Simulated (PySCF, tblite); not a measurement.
# C5H12O2SSi: geometry, infrared bands and NMR shifts

Aim: predict the infrared bands and NMR shifts of C5H12O2SSi (`CS[Si@@H](OC=O)C(C)C`).

Programs: tblite 0.8.0 and PySCF 2.14.0, with density-fitted response routines of our own. Each step states its level of theory. These are calculated values for one molecule in the gas phase, unless marked as measured. Atoms are numbered from 0 throughout.

### 1 The molecule as given

21 atoms, charge 0, multiplicity 1; geometry from: force field or distance geometry start.

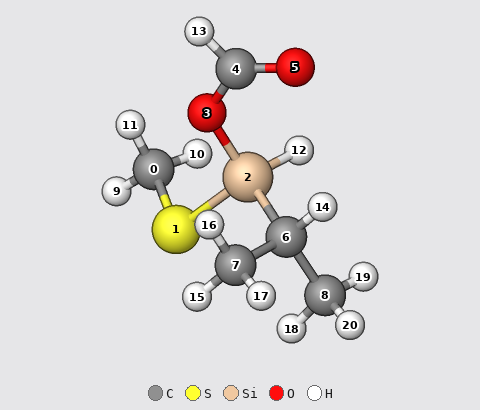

The starting geometry (carbon grey, sulfur yellow, silicon light orange, oxygen red, hydrogen white), atoms numbered.

### 2 Geometry optimisation with GFN2-xTB

What the job is given:

```
{"job": {"kind": "relax", "xc": "GFN2-xTB", "basis": "xTB"}, "charge": 0, "multiplicity": 1}
C     -2.949600    -1.622000     0.604000
S     -1.232100    -1.407700     1.062800
Si    -0.477800    -0.026600    -0.396700
O     -1.313800     1.402500    -0.178700
C     -1.115000     2.485500    -0.929000
O     -0.338300     2.606200    -1.869600
C      1.397500     0.150600    -0.208000
C      1.830800     0.767800     1.138900
C      2.165000    -1.166400    -0.437700
H     -3.439300    -2.321700     1.299400
H     -3.043800    -2.024800    -0.409800
H     -3.495600    -0.669200     0.661600
H     -0.832600    -0.588600    -1.716900
H     -1.776800     3.292300    -0.593200
H      1.707000     0.852100    -0.990800
H      1.564100     0.116500     1.992300
H      1.346600     1.738200     1.302200
H      2.907100     0.917800     1.156500
H      1.927300    -1.908200     0.333300
H      1.922300    -1.595300    -1.409400
H      3.238200    -0.982100    -0.411600
```

The run is started by

```console
> OMP_NUM_THREADS=1 python probes_run.py task.json out
```

One launch serves the whole session: the jobs run in the order shown.

**Question.** This job is followed by: GFN2-xTB harmonic vibrations, gas phase; GIAO PBE0/pcSseg-1 NMR shielding, non-relativistic, gas phase. What will the session give for the following? strongest single infrared mode (GFN2-xTB); zero-point energy (GFN2-xTB); 13C shifts against TMS (PBE0/pcSseg-1); 1H shifts against TMS (PBE0/pcSseg-1, means over atoms taken as alike); 33S shifts against CS2 (PBE0/pcSseg-1); 29Si shifts against TMS (PBE0/pcSseg-1); 17O shifts against H2O (PBE0/pcSseg-1); surface potential, least and greatest.

**Answer**, as computed:

| quantity | value |
| --- | --- |
| strongest single infrared mode (GFN2-xTB) | 1786 cm⁻¹, 477 km/mol |
| zero-point energy (GFN2-xTB) | 102.6 kcal/mol |
| 13C shifts against TMS (PBE0/pcSseg-1) | 164.7, 19.0, 18.1, 17.1, 11.7 ppm |
| 1H shifts against TMS (PBE0/pcSseg-1, means over atoms taken as alike) | 8.05, 5.71, 2.21, 1.80, 1.13, 0.99 ppm |
| 33S shifts against CS2 (PBE0/pcSseg-1) | -201 ppm |
| 29Si shifts against TMS (PBE0/pcSseg-1) | 13.0 ppm |
| 17O shifts against H2O (PBE0/pcSseg-1) | 463.7, 216.2 ppm |
| surface potential, least and greatest | -1.41 V and 1.15 V |

In words: The optimisation took 95 steps and gained 0.173 eV; among the close pairs (by a distance rule), C4–O5 changed most, from 1.226 to 1.192 Å. All 57 modes are real, so the xTB geometry is a minimum. The strongest single mode, at 1786 cm⁻¹, moves mainly C4 and O5. Unscaled tight-binding wavenumbers are off by several per cent, some by more. Its intensities can rank the bands wrongly. At PBE0/pcSseg-1: The widest tensor belongs to O5: span 641 ppm, with a paramagnetic part of -531 ppm.
